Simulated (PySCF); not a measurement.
In(Cl)2(OSiH3), H3Cl2InOSi, SMILES [SiH3][O][In]([Cl])[Cl] at its PBE0/def2-SVP optimised geometry (Å):

```
8

In    -0.8540    -1.6145     2.1558
Cl    -0.8192    -2.7211     4.1917
Cl    -2.8667    -1.1675     1.0815
O      0.8565    -1.0618     1.3520
Si     1.3747    -0.2479     0.0000
H      0.8876    -0.9072    -1.2527
H      2.8667    -0.2479     0.0000
H      0.8875     1.1675     0.0000
```

Calculation: PBE0/def2-TZVP, def2 effective core potentials past Kr (PySCF). The core electrons that the potentials of In replace are not part of the density. Cells within 0.4 Å of a nucleus heavier than hydrogen are left out (blank, or x).

Map of the electron localisation function on the plane z = 0.0 Å:

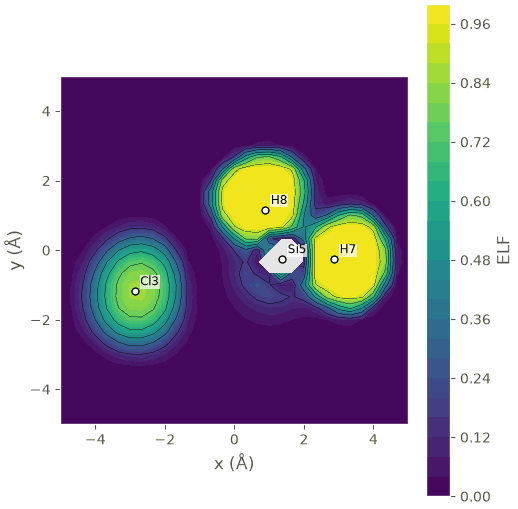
Electron localisation function on the plane z = 0.0 Å.
